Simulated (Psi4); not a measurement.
**HF/STO-3G run of InNH4 (SMILES [NH2][InH2])**

What is the vertical singlet–triplet gap of InNH4 at HF/STO-3G? 

Program for the calculation: Psi4 1.11.

1 further run of the same task is left out (it didn't finish).

## 1. The system as given

InNH4 has 6 atoms, charge 0, and is taken as a singlet. SMILES: `[NH2][InH2]`. Geometry: relaxed at PBE0-D4/def2-TZVP.

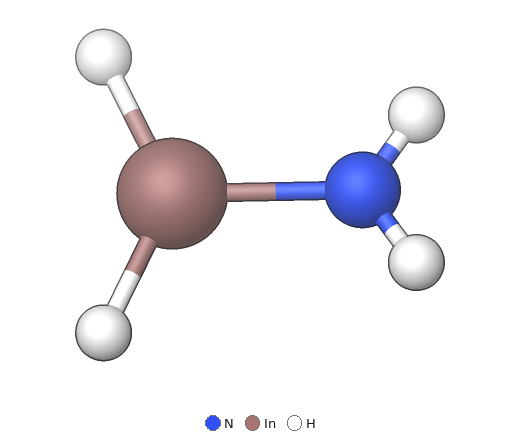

Viewed from a chosen angle; nitrogen blue, indium brown, hydrogen white.

## 2. A single-point energy at HF/STO-3G

Input file job.py:

```python
import psi4

psi4.set_memory(1600000000)
psi4.set_num_threads(1)
psi4.core.set_output_file('h4inn.out', False)

mol = psi4.geometry("""
N     -0.17423275    -2.00405456     0.06916398
In     0.18009090     1.76859468    -0.09127377
H     -1.13005622    -2.93455570     1.42371966
H      0.58940558    -3.20743215    -1.18920465
H      1.91334770     2.87332857    -2.59024760
H     -1.29899774     3.38317668     2.29053704
units bohr
symmetry c1
no_reorient
no_com
""")

psi4.set_options({
    'basis': 'STO-3G',
    'reference': 'rhf',
    'puream': True,
    'e_convergence': 1e-09,
    'd_convergence': 1e-08,
    'scf_type': 'pk',
})

e, wfn = psi4.energy('scf', molecule=mol, return_wfn=True)
psi4.oeprop(wfn, 'DIPOLE', 'QUADRUPOLE', 'MULLIKEN_CHARGES')
print(f'total energy {e:.8f} hartree = {e * 27.211386:.5f} eV')
for k, v in sorted(psi4.core.scalar_variables().items()):
    print(f'{k:45s} {v:18.10f}')
```

On the command line:

```console
$ python job.py
```

h4inn.out (excerpt; [...] marks lines left out):

```text
[...]
  Running in c1 symmetry.
[...]
  Nuclear repulsion =  150.683087076388915
[...]
  Multiplicity = 1
[...]
  Nalpha       = 30
  Nbeta        = 30
[...]
    Number of basis functions: 36
[...]
   @RHF iter   1: -5738.44839887874787   -3.36794e+00   1.92707e-02 DIIS/ADIIS
[...]
   @RHF iter  11: -5738.93552340867154   -4.54747e-12   1.51926e-09 DIIS
[...]
    Orbital Energies [Eh]
    ---------------------
    Doubly Occupied:
       1A   -986.861931     2A   -145.998221     3A   -138.010312
       4A   -138.008725     5A   -138.008536     6A    -27.684063
       7A    -24.703983     8A    -24.698995     9A    -24.698762
      10A    -16.569549    11A    -16.569440    12A    -16.569049
      13A    -16.563976    14A    -16.563311    15A    -15.184334
      16A     -4.219087    17A     -3.041202    18A     -3.027846
      19A     -3.027398    20A     -0.985835    21A     -0.551893
      22A     -0.547113    23A     -0.543393    24A     -0.533995
      25A     -0.531965    26A     -0.513767    27A     -0.441625
      28A     -0.333526    29A     -0.323376    30A     -0.262577
[...]
  @RHF Final Energy: -5738.93552340867154
   => Energetics <=
    Nuclear Repulsion Energy =            150.6830870763889152
    One-Electron Energy =               -8248.0816552255673741
    Two-Electron Energy =                2358.4630447405065752
    Total Energy =                      -5738.9355234086724522
[...]
 Multipole Moments:
 ------------------------------------------------------------------------------------
     Multipole            Electronic (a.u.)      Nuclear  (a.u.)        Total (a.u.)
 ------------------------------------------------------------------------------------
 L = 1.  Multiply by 2.5417464519 to convert [e a0] to [Debye]
 Dipole X            :         -7.6726377            7.6785242            0.0058865
 Dipole Y            :        -72.7117937           72.7472748            0.0354811
 Dipole Z            :          4.0539056           -4.0534624            0.0004432
 Magnitude           :                                                    0.0359688
 L = 2.  Multiply by 1.3450342976 to convert [e a0^2] to [Debye ang]
 Quadrupole XX       :        -29.5212516            8.7744238          -20.7468278
 Quadrupole XY       :        -20.6869612           20.5797584           -0.1072028
[...]
  Mulliken Charges: (a.u.)
   Center  Symbol    Alpha    Beta     Spin     Total
       1     N     3.80381  3.80381  0.00000 -0.60762
       2    IN    24.12324 24.12324  0.00000  0.75352
       3     H     0.43811  0.43811  0.00000  0.12378
       4     H     0.43811  0.43811  0.00000  0.12377
       5     H     0.59837  0.59837  0.00000 -0.19674
       6     H     0.59836  0.59836  0.00000 -0.19672
   Total alpha = 30.00000, Total beta = 30.00000, Total charge =  0.00000
```

Standard output:

```text
total energy -5738.93552341 hartree = -156164.38976 eV
CURRENT ENERGY                                  -5738.9355234087
CURRENT REFERENCE ENERGY                        -5738.9355234087
DD SOLVATION ENERGY                                 0.0000000000
HF KINETIC ENERGY                                5737.7931600684
HF POTENTIAL ENERGY                            -11476.7286834770
HF TOTAL ENERGY                                 -5738.9355234087
HF VIRIAL RATIO                                     2.0001990945
NUCLEAR REPULSION ENERGY                          150.6830870764
ONE-ELECTRON ENERGY                             -8248.0816552256
PCM POLARIZATION ENERGY                             0.0000000000
PE ENERGY                                           0.0000000000
SCF ITERATION ENERGY                            -5738.9355234087
SCF ITERATIONS                                     11.0000000000
SCF TOTAL ENERGY                                -5738.9355234087
TWO-ELECTRON ENERGY                              2358.4630447405
```

It took 1.9 s on 1 thread of Intel Xeon Platinum 8375C at 2.90GHz (Ice Lake), shared host; peak memory 0.18 GiB.

## 3. The triplet: energy and gradient at UHF/STO-3G

Input file calc.inp:

```
memory 1.6 GB

molecule {
  0 3
  N
  In 1 R2
  H 1 R3 2 A3
  H 1 R4 3 A4 2 D4
  H 2 R5 1 A5 3 D5
  H 2 R6 5 A6 1 D6

  R2 = 2.006982
  R3 = 1.006029
  A3 = 124.33148
  R4 = 1.006098
  A4 = 111.32922
  D4 = 179.68139
  R5 = 1.712237
  A5 = 114.98243
  D5 = 179.83438
  R6 = 1.712083
  A6 = 130.02136
  D6 = -179.95697
  symmetry c1
}

set {
  basis STO-3G
  reference uhf
  puream true
  e_convergence 1e-09
  d_convergence 1e-08
  scf_type pk
  maxiter 200
}

result, w = gradient("scf", return_wfn=True)
oeprop(w, "QUADRUPOLE", "DIPOLE", "MULLIKEN_CHARGES", title="SCF")
```

On the command line:

```console
$ psi4 -n 1 calc.inp calc.out
```

calc.out (excerpt; [...] marks lines left out):

```text
[...]
  Running in c1 symmetry.
[...]
  Nuclear repulsion =  150.683087349203532
[...]
  Multiplicity = 3
[...]
  Nalpha       = 31
  Nbeta        = 29
[...]
    Number of basis functions: 36
[...]
   @UHF iter   1: -5738.47501165361336   -3.39455e+00   1.57043e-02 ADIIS/DIIS
[...]
   @UHF iter  14: -5738.77789504396242   -1.72804e-11   6.62452e-09 DIIS
[...]
   @S^2 Observed:                2.039349935E+00
[...]
  @UHF Final Energy: -5738.77789504396242
   => Energetics <=
    Nuclear Repulsion Energy =            150.6830873492035323
    One-Electron Energy =               -8250.6945246963623504
    Two-Electron Energy =                2361.2335423031959181
    Total Energy =                      -5738.7778950439624168
  UHF NO Occupations:
  HONO-2 :   29  A 1.9869247
  HONO-1 :   30  A 1.0000000
[...]
  -Total Gradient:
     Atom            X                  Y                   Z
    ------   -----------------  -----------------  -----------------
       1       -0.000184956738     0.000071399420    -0.020346876925
       2        0.000063702909     0.000028337232    -0.089999964297
       3       -0.000006153436    -0.031094993989     0.031242472820
       4        0.000187455617     0.031018635032     0.031189669947
       5       -0.000131284556    -0.031661728520     0.023955872880
       6        0.000071236204     0.031638350826     0.023958825754
[...]
 Multipole Moments:
 ------------------------------------------------------------------------------------
     Multipole            Electronic (a.u.)      Nuclear  (a.u.)        Total (a.u.)
 ------------------------------------------------------------------------------------
 L = 1.  Multiply by 2.5417464519 to convert [e a0] to [Debye]
 Dipole X            :          0.0024636           -0.0043552           -0.0018915
 Dipole Y            :          0.0005345           -0.0002966            0.0002379
 Dipole Z            :          3.6505794           -6.3924601           -2.7418807
 Magnitude           :                                                    2.7418814
 L = 2.  Multiply by 1.3450342976 to convert [e a0^2] to [Debye ang]
 Quadrupole XX       :        -22.4332208            0.0002750          -22.4329459
 Quadrupole XY       :         -0.0753387            0.0706367           -0.0047020
[...]
```

Run time: 2.4 s. Hardware: 1 thread of Intel Xeon Platinum 8375C at 2.90GHz (Ice Lake), shared host; peak memory 0.2 GiB.

## 4. Results

At HF/STO-3G:

| quantity | value |
| --- | --- |
| singlet: total energy | -5738.93552 Eh |
| singlet: dipole moment | 0.09 D |
| singlet: HOMO energy | -7.15 eV |
| singlet: LUMO energy | 6.65 eV |
| singlet: HOMO–LUMO gap | 13.79 eV |
| triplet: total energy | -5738.77790 Eh |
| triplet: dipole moment | 6.97 D |
| triplet: HOMO energy (highest over α and β) | -0.57 eV |
| triplet: LUMO energy (lowest over α and β) | 4.10 eV |
| triplet: ⟨S²⟩ | 2.039 |
| triplet: largest force on an atom | 4.628 eV/Å |
| vertical energy of the triplet above the singlet | 4.289 eV |

In words: At this shape the triplet lies 4.29 eV (414 kJ/mol) above the singlet. In a minimal basis such a difference can be off by several eV, whatever the method. Mulliken charges (singlet) run from -0.61 on N1 to +0.75 on In2; they depend strongly on the basis. Relativity is left out (singlet) although the molecule holds a heavy atom. Mulliken charges (triplet) run from -0.28 on N1 to +0.24 on H3. Relativity is left out (triplet) although the molecule holds a heavy atom.
